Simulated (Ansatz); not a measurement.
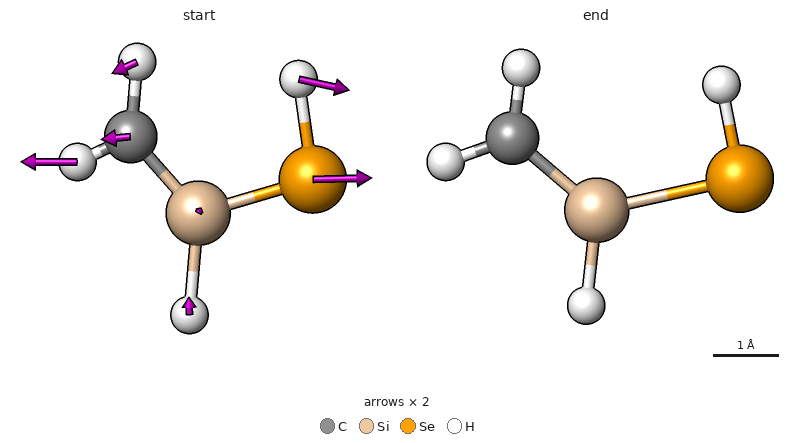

The structure of CH4SeSi before (left) and after (right) a relaxation, at one scale. The purple arrows give the displacements, 2 times their true length.

The picture is a ball-and-stick view, seen face on.

It is one of the separated reactants of a reaction.

These are results of Ansatz 0.2.0, RKS PBE-D4/def2-SVP, not measurements. (force threshold 0.03 eV/Å; at most 250 steps)

Q: Describe what moved and what it gained.

A: The Se atom moves most after the best rigid fit: 0.47 Å. By element the largest moves are Se 0.47 Å, H 0.45 Å, C 0.24 Å, Si 0.05 Å. Some distances before and after: Se–Si 1.856 → 2.273 Å, C–H 0.917 → 1.102 Å, C–Si 1.581 → 1.719 Å, H–Si 1.591 → 1.494 Å. Among the angles between lasting bonds that change: Si–C–H 105.6° → 119.6°, C–Si–Se 114.7° → 126.8°, Si–C–H 133.7° → 123.4°. The energy falls by 95.7 kcal/mol in 7 geometry steps. Largest force component: 11 eV/Å at the start, 0.0085 eV/Å at the end. The run took 11 s on 2 threads of Arm Neoverse V2, with other jobs on the host.
